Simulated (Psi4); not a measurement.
# CH5FSi (SMILES C[SiH2]F): CCSD/6-311+G(d,p)

What is the vertical electron affinity of CH5FSi at CCSD/6-311+G**? 

The calculation is run with Psi4 1.11.

**1. Starting point**

The species is CH5FSi (8 atoms), meant as a singlet with charge 0. As SMILES, `C[SiH2]F`. The shape is that of a PBE0-D4/def2-TZVP optimisation.

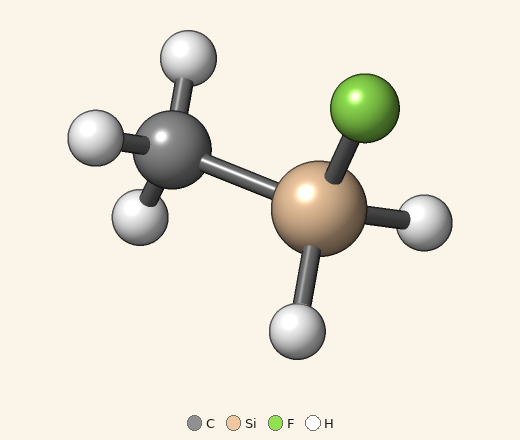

Viewed from a chosen angle; carbon grey, silicon light orange, fluorine green, hydrogen white.

**2. The energy at CCSD/6-311+G(d,p)**

job.in reads:

```
memory 1.6 GB

molecule {
  0 1
  C     -0.521400     0.700300    -0.437000
  Si     0.448400    -0.642000     0.395200
  F      1.946500    -0.649600    -0.178800
  H     -0.562400     0.542500    -1.517100
  H     -1.546700     0.713200    -0.056500
  H     -0.077200     1.680300    -0.248400
  H      0.538700    -0.420800     1.860700
  H     -0.133700    -1.981200     0.126000
  symmetry c1
}

set basis 6-311+G**
set puream true
set e_convergence 1e-09
set d_convergence 1e-08
set scf_type pk
set num_frozen_docc 7

energy_value, wavefunction = energy('ccsd', return_wfn=True)
print_variables()
```

Started as:

```bash
psi4 job.in job.out -n 1
```

job.out:

```text
[...]
  Running in c1 symmetry.
[...]
  Nuclear repulsion =  115.959115419017664
[...]
  Multiplicity = 1
[...]
  Nalpha       = 17
  Nbeta        = 17
[...]
    Number of basis functions: 104
[...]
   @RHF iter   1:  -429.15621895375153   -6.83428e-01   4.59542e-03 ADIIS/DIIS
[...]
   @RHF iter  10:  -429.26483956308601   -2.07478e-11   7.27157e-09 DIIS
[...]
    Orbital Energies [Eh]
    ---------------------
    Doubly Occupied:
       1A    -68.815639     2A    -26.277180     3A    -11.219511
       4A     -6.158822     5A     -4.267373     6A     -4.265360
       7A     -4.265208     8A     -1.579964     9A     -0.964179
      10A     -0.755451    11A     -0.661582    12A     -0.661098
      13A     -0.621228    14A     -0.573880    15A     -0.563493
      16A     -0.475723    17A     -0.466869
[...]
  @RHF Final Energy:  -429.26483956308601
   => Energetics <=
    Nuclear Repulsion Energy =            115.9591154190176638
    One-Electron Energy =                -825.2627932137559128
    Two-Electron Energy =                 280.0388382316522780
    Total Energy =                       -429.2648395630860136
[...]
 Multipole Moments:
 ------------------------------------------------------------------------------------
     Multipole            Electronic (a.u.)      Nuclear  (a.u.)        Total (a.u.)
 ------------------------------------------------------------------------------------
 L = 1.  Multiply by 2.5417464519 to convert [e a0] to [Debye]
 Dipole X            :          5.1600126           -5.9361325           -0.7761199
 Dipole Y            :         -2.1332212            2.3560107            0.2227894
 Dipole Z            :         -0.0791415            0.1798230            0.1006815
 Magnitude           :                                                    0.8137162
[...]
      * MP2 total energy                      = -429.732663844252727
[...]
      * CCSD total energy                     = -429.765265548404955
[...]
```

Run time: 37 s. Hardware: 1 thread of AMD EPYC 7R43 (Zen 3), shared host; peak memory 1 GiB.

**3. The doublet anion at the same level**

ch5fsi.xyz reads:

```xyz
8
CH5FSi
C     -0.521400     0.700300    -0.437000
Si     0.448400    -0.642000     0.395200
F      1.946500    -0.649600    -0.178800
H     -0.562400     0.542500    -1.517100
H     -1.546700     0.713200    -0.056500
H     -0.077200     1.680300    -0.248400
H      0.538700    -0.420800     1.860700
H     -0.133700    -1.981200     0.126000
```

run.py reads:

```python
import psi4

psi4.set_memory('1600 MB')
psi4.set_num_threads(1)
psi4.set_output_file('psi4.out', False)

with open('ch5fsi.xyz') as f:
    atoms = ''.join(f.readlines()[2:])
m = psi4.geometry('-1 2\n' + atoms + 'symmetry c1')

psi4.set_options({
    'basis': '6-311+G**',
    'reference': 'uhf',
    'puream': True,
    'e_convergence': 1e-09,
    'd_convergence': 1e-08,
    'scf_type': 'pk',
    'num_frozen_docc': 7,
    'maxiter': 200,
})

result = psi4.energy('ccsd')
print(f'ccsd energy: {result:.10f} Eh')
for k, v in sorted(psi4.core.scalar_variables().items()):
    print(f'{k:45s} {v:18.10f}')
```

Started as:

```bash
python run.py
```

psi4.out:

```text
[...]
  Running in c1 symmetry.
[...]
  Nuclear repulsion =  115.959115419017664
[...]
  Multiplicity = 2
[...]
  Nalpha       = 18
  Nbeta        = 17
[...]
    Number of basis functions: 104
[...]
   @UHF iter   1:  -428.99968794430907   -5.26897e-01   5.27782e-03 ADIIS/DIIS
[...]
   @UHF iter  24:  -429.20969250140513   -1.22782e-11   5.99010e-09 DIIS
[...]
   @S^2 Observed:                7.504824310E-01
[...]
    Orbital Energies [Eh]
    ---------------------
    Alpha Occupied:
       1A    -68.670414     2A    -26.147480     3A    -11.064094
       4A     -6.013990     5A     -4.122474     6A     -4.120326
       7A     -4.120310     8A     -1.451740     9A     -0.812659
      10A     -0.623463    11A     -0.533130    12A     -0.532664
      13A     -0.480984    14A     -0.421450    15A     -0.408299
      16A     -0.331661    17A     -0.319365    18A      0.053614
    Alpha Virtual:
      19A      0.169560    20A      0.176755    21A      0.177379
      22A      0.220420    23A      0.238527    24A      0.239876
      25A      0.300022    26A      0.313489    27A      0.327124
[...]
  @UHF Final Energy:  -429.20969250140513
   => Energetics <=
    Nuclear Repulsion Energy =            115.9591154190176638
    One-Electron Energy =                -830.0610516028931443
    Two-Electron Energy =                 284.8922436824703937
    Total Energy =                       -429.2096925014051294
  UHF NO Occupations:
  HONO-2 :   16  A 1.9999299
  HONO-1 :   17  A 1.9999222
[...]
 Multipole Moments:
 ------------------------------------------------------------------------------------
     Multipole            Electronic (a.u.)      Nuclear  (a.u.)        Total (a.u.)
 ------------------------------------------------------------------------------------
 L = 1.  Multiply by 2.5417464519 to convert [e a0] to [Debye]
 Dipole X            :          8.7533015           -5.9361325            2.8171689
 Dipole Y            :         -3.1425070            2.3560107           -0.7864964
 Dipole Z            :         -0.5664992            0.1798230           -0.3866761
 Magnitude           :                                                    2.9503450
[...]
      * MP2 total energy                      = -429.685450858630929
[...]
      * CCSD total energy                     = -429.719078377933272
```

Standard output:

```text
ccsd energy: -429.7190783779 Eh
CC D1 DIAGNOSTIC                                    0.0000000000
CC D2 DIAGNOSTIC                                    0.0000000000
CC NEW D1 DIAGNOSTIC                                0.0000000000
CC T1 DIAGNOSTIC                                    0.0354892086
CCSD CORRELATION ENERGY                            -0.5093858765
CCSD DOUBLES ENERGY                                -0.5093858765
CCSD ITERATIONS                                    30.0000000000
CCSD OPPOSITE-SPIN CORRELATION ENERGY              -0.4059631302
CCSD SAME-SPIN CORRELATION ENERGY                  -0.1034227463
CCSD SINGLES ENERGY                                 0.0000000000
CCSD TOTAL ENERGY                                -429.7190783779
CURRENT CORRELATION ENERGY                         -0.5093858765
CURRENT ENERGY                                   -429.7190783779
CURRENT REFERENCE ENERGY                         -429.2096925014
DD SOLVATION ENERGY                                 0.0000000000
HF KINETIC ENERGY                                 429.2561044577
HF POTENTIAL ENERGY                              -858.4657969591
HF TOTAL ENERGY                                  -429.2096925014
HF VIRIAL RATIO                                     1.9998918782
MP2 CORRELATION ENERGY                             -0.4757583572
MP2 DOUBLES ENERGY                                 -0.4757583572
MP2 OPPOSITE-SPIN CORRELATION ENERGY               -0.3642538829
MP2 SAME-SPIN CORRELATION ENERGY                   -0.1115044743
MP2 SINGLES ENERGY                                 -0.0000000000
MP2 TOTAL ENERGY                                 -429.6854508586
NUCLEAR REPULSION ENERGY                          115.9591154190
ONE-ELECTRON ENERGY                              -830.0610516029
PCM POLARIZATION ENERGY                             0.0000000000
PE ENERGY                                           0.0000000000
SCF ITERATION ENERGY                             -429.2096925014
SCF ITERATIONS                                     24.0000000000
SCF TOTAL ENERGY                                 -429.2096925014
TWO-ELECTRON ENERGY                               284.8922436825
```

It took 2.6 min on 1 thread of AMD EPYC 7R43 (Zen 3), shared host; peak memory 1.1 GiB.

**4. Summary of results**

At CCSD/6-311+G**, 7 core orbitals frozen:

```
                                                                 quantity          value
                                             singlet CH5FSi: total energy  -429.76527 Eh
                      singlet CH5FSi: HOMO energy (Hartree–Fock orbitals)      -12.70 eV
                      singlet CH5FSi: LUMO energy (Hartree–Fock orbitals)        1.54 eV
                    singlet CH5FSi: HOMO–LUMO gap (Hartree–Fock orbitals)       14.24 eV
              singlet CH5FSi: correlation energy (7 core orbitals frozen)     -500.4 mEh
                                            singlet CH5FSi: T1 diagnostic          0.010
                                              doublet anion: total energy  -429.71908 Eh
doublet anion: HOMO energy (Hartree–Fock orbitals) (highest over α and β)        1.46 eV
 doublet anion: LUMO energy (Hartree–Fock orbitals) (lowest over α and β)        4.61 eV
               doublet anion: correlation energy (7 core orbitals frozen)     -509.4 mEh
                         doublet anion: ⟨S²⟩ of the reference determinant          0.750
                                             doublet anion: T1 diagnostic          0.035
                        vertical electron affinity (to the doublet anion)      -1.257 eV
```

The anion lies 1.26 eV (29 kcal/mol) above the neutral: the electron isn't bound at this level, and such a value depends on the basis. The HOMO (doublet anion) lies at positive energy, 1.46 eV: the electron is unbound at this level or held by a compact basis; values depend on the basis.
